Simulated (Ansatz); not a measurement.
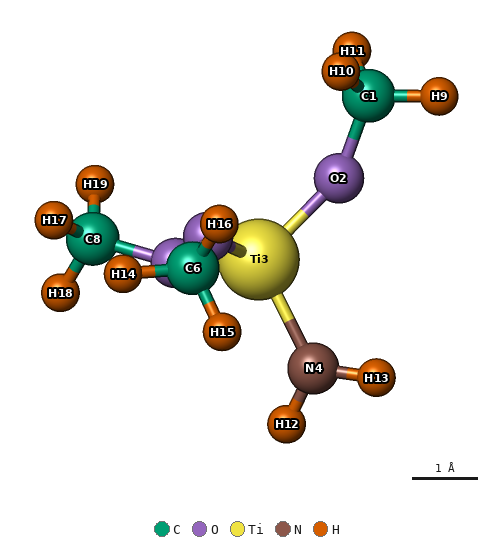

Fig. 1: The structure as given in the input (ball-and-stick view, seen at a tilt; atoms are numbered from 1 in the order of the input). Sticks mark near contacts. Bond lengths as drawn: C–H 1.10 Å, C–O 1.39 Å, H–N 1.01 Å, N–Ti 1.89 Å and O–Ti 1.79 Å.

**Two runs on C₃H₁₁NO₃Ti**

System: C₃H₁₁NO₃Ti, SMILES C[O][Ti]([NH2])([O]C)[O]C.
Method of the first run: RKS PBE0-D4/def2-TZVPP (Ansatz 0.2.0).

The geometry comes from this level: PBE0-D4/def2-TZVP. Text and figures count atoms from 1; the logs count them from 0 in places.

### Input, the first run
```yaml
crystal:
  periodic: [false, false, false]
  atoms:
    - {symbol: C, position_ang: [-1.427780, -1.534405, 2.112549]}
    - {symbol: O, position_ang: [-1.411892, -0.912327, 0.871014]}
    - {symbol: Ti, position_ang: [-0.497996, 0.047083, -0.332138]}
    - {symbol: N, position_ang: [-1.665885, 1.305434, -1.124745]}
    - {symbol: O, position_ang: [0.805669, 0.905906, 0.547651]}
    - {symbol: C, position_ang: [1.310926, 2.156063, 0.887229]}
    - {symbol: O, position_ang: [0.276983, -0.917666, -1.625188]}
    - {symbol: C, position_ang: [1.423837, -1.539800, -2.100824]}
    - {symbol: H, position_ang: [-2.396322, -1.375131, 2.599268]}
    - {symbol: H, position_ang: [-0.643383, -1.134807, 2.766588]}
    - {symbol: H, position_ang: [-1.273431, -2.614132, 2.006068]}
    - {symbol: H, position_ang: [-1.600298, 1.624176, -2.080704]}
    - {symbol: H, position_ang: [-2.528270, 1.626625, -0.708929]}
    - {symbol: H, position_ang: [2.332997, 2.268076, 0.508066]}
    - {symbol: H, position_ang: [0.694487, 2.959643, 0.467767]}
    - {symbol: H, position_ang: [1.337975, 2.271351, 1.976691]}
    - {symbol: H, position_ang: [2.322278, -1.141197, -1.614326]}
    - {symbol: H, position_ang: [1.516778, -1.379564, -3.180644]}
    - {symbol: H, position_ang: [1.381526, -2.619628, -1.918892]}
basis:
  gaussian: {orbitals: def2-TZVPP}
hamiltonian: {xc: pbe0, dispersion: d4}
output: {orbitals: {seedname: orbitals}}
```

Command:
```bash
ansatz run in.yaml --threads 4 --pin off --events-out ev --progress --plain --max-ram 66560MiB --backend cuda --devices 0, --max-vram 37GiB
```

Hardware: 4 CPU threads, shared host.

### Output (the first run)
```
Functional definition: PBE0
  parameter a = 0.25
  parameter kappa = 0.804
  parameter beta = 0.06672455060314922
  exchange = (1 - a)*pbe_x(kappa = kappa, mu = beta*pi^2/3) + a*exact_x
  correlation = pbe_c(beta = beta)
2309 factors; their error is unknown
mean field evaluation 1: about -34005.4058 eV, gradient 1.1e2 eV
mean field evaluation 2: about -33775.4784 eV, gradient 4.4e2 eV
mean field evaluation 4: about -34026.3030 eV, gradient 3.1e1 eV
mean field evaluation 8: about -34028.0546 eV, gradient 1.1e-1 eV
mean field evaluation 16: about -34028.1788 eV, gradient 3.0e-4 eV
mean field -34028.17882253 eV, -1250.5125065999 hartree, gradient 7.4e-5 eV, S^2 0.000000; 0 other end points of the search recorded, 0 dependent functions left out
reference -34028.17887193 eV, -1250.5125084155 hartree; 41, 41 occupied and 394, 394 virtual orbitals, 2309 factors
Total energy: -34028.53538837 eV, -1250.5256101530 hartree
```

For the second run the input was changed thus:
```diff
-  gaussian: {orbitals: def2-TZVPP}
+  gaussian: {orbitals: def2-SVP}
```

Predict how the results change.

The total energy of the second run is 363.8 kcal/mol higher, which measures the change of basis and not a stability. The HOMO goes from −7.04 to −6.78 eV. The LUMO goes from −0.67 to −0.54 eV. The basis functions go from 435 to 184.

### Output (the second run)
```
Functional definition: PBE0
  parameter a = 0.25
  parameter kappa = 0.804
  parameter beta = 0.06672455060314922
  exchange = (1 - a)*pbe_x(kappa = kappa, mu = beta*pi^2/3) + a*exact_x
  correlation = pbe_c(beta = beta)
2168 factors; their error is unknown
mean field evaluation 1: about -33992.7469 eV, gradient 9.8e1 eV
mean field evaluation 2: about -33736.7096 eV, gradient 4.0e2 eV
mean field evaluation 4: about -34010.7240 eV, gradient 2.7e1 eV
mean field evaluation 8: about -34012.3264 eV, gradient 8.2e-2 eV
mean field evaluation 16: about -34012.4012 eV, gradient 8.0e-5 eV
mean field -34012.40121799 eV, -1249.9326903277 hartree, gradient 8.0e-5 eV, S^2 0.000000; 0 other end points of the search recorded, 0 dependent functions left out
reference -34012.40127926 eV, -1249.9326925793 hartree; 41, 41 occupied and 143, 143 virtual orbitals, 2168 factors
Total energy: -34012.75779570 eV, -1249.9457943168 hartree
```

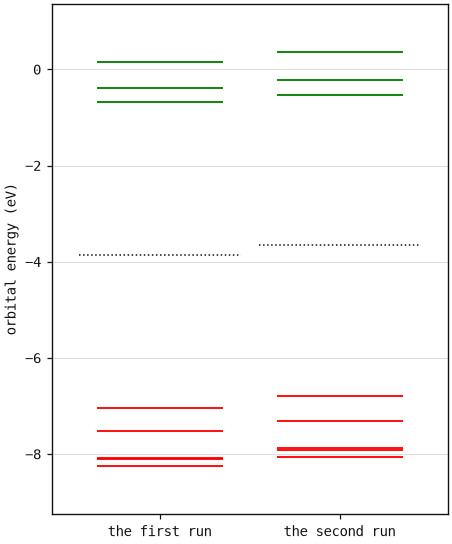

Fig. 2: The five highest filled and three lowest empty orbital energies of the two runs; the dotted lines part filled from empty levels. The HOMO–LUMO gap is 6.38 eV in the first run and 6.25 eV in the second run.

### The two runs side by side

```tsv
quantity	the first run	the second run
outcome	converged	converged
total energy (hartree)	−1250.525610	−1249.945794
HOMO (eV)	−7.04	−6.78
LUMO (eV)	−0.67	−0.54
basis functions	435	184
wall time (shared host)	6 s	2.8 s
```
